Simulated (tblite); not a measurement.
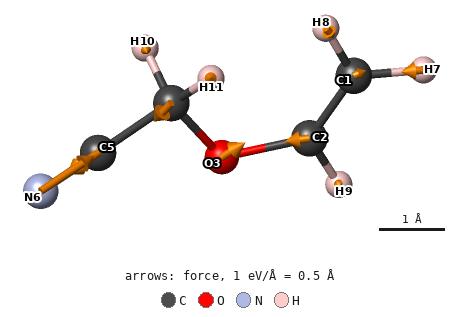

Starting geometry of C₄H₅NO with the computed forces as orange arrows. A ball-and-stick model, seen at a tilt.

All numbers below come from tblite, GFN2-xTB geometry optimisation, dihedral held, gas phase. 

Question: Is this structure relaxed? If not, where do the atoms go?

Answer: It isn't relaxed: the largest force vector, on the N atom, is 2.19 eV/Å. The final displacements have little in common with the starting forces (cosine between the two patterns 0.17). The atom that moves furthest after the best rigid fit is an H atom (0.17 Å). Largest moves by element: H 0.17 Å, N 0.12 Å, C 0.06 Å, O 0.05 Å. Among the contacts that change: C–O 1.385 → 1.356 Å, C–H 1.095 → 1.073 Å, C–C 1.472 → 1.450 Å, C–N 1.159 → 1.141 Å. Bond angles that change, for instance: C–C–H 110.0° → 107.4°. Over 44 geometry steps the energy falls by 1.87 kcal/mol. The run took 0.29 s on 1 thread of Arm Neoverse V1 (shared host).
